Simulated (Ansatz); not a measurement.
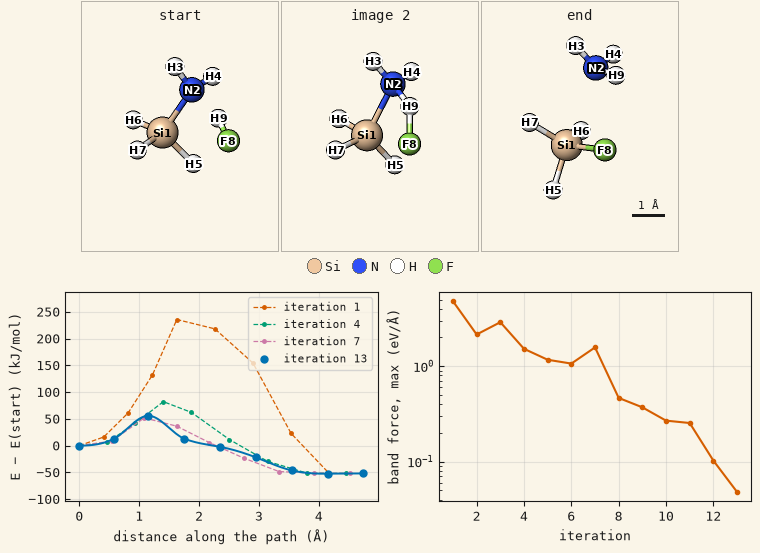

A search for the minimum-energy path of SiNH6F by the nudged elastic band. Images are numbered from 0 (start) to 8 (end). The plot follows the band through its iterations. The picture is a ball-and-stick view, seen from a free direction.

All numbers below come from Ansatz, RKS PBE0-D4/def2-SVP. Run with 7 movable images; climbing image; force threshold 0.05 eV/Å; iteration limit 60; starting path through a guess of the saddle point.

Q: Judge this run.

A: The result is final at these settings. The band converged in 13 iterations. The largest component of the band force went from 4.8 to 0.048 eV/Å. The climbing image converged on the top of the path. Its vibrational analysis gives one imaginary mode (658i cm⁻¹), as a transition state must have. The first iteration put the highest image at 235.7 kJ/mol. Forward barrier 55.8 kJ/mol, backward barrier 107.8 kJ/mol, with image 2 at the top; the reaction energy is −52.0 kJ/mol. Image 7 lies below both ends, at −52.4 kJ/mol, which points to an intermediate minimum that so few images don't resolve.

Cost: 3.2 min on 1 thread of Arm Neoverse V2, with other jobs on the host, peak memory 0.14 GiB.
